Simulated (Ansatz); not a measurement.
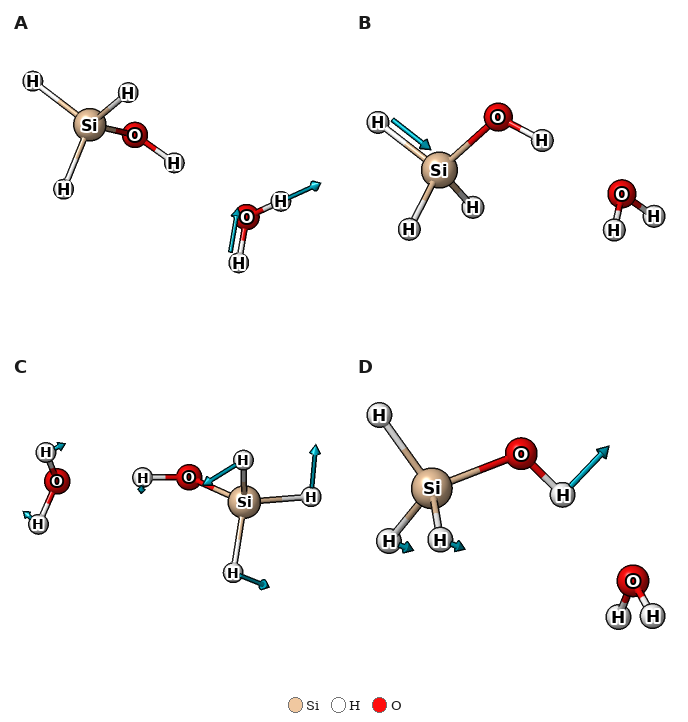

4 normal modes of one molecule or complex, as arrows. Harmonic vibrations computed with RKS PBE0-D4/def2-TZVP (Ansatz 0.2.0) at a stationary point of the same level.

Match the panels to the wavenumbers 59 cm⁻¹, 1035 cm⁻¹, 2246 cm⁻¹, 3955 cm⁻¹.

Answer. A: 3955 cm⁻¹, out-of-phase stretching of 2 O–H bonds
B: 2246 cm⁻¹, Si–H stretching
C: 59 cm⁻¹
D: 1035 cm⁻¹, H–O–Si bending
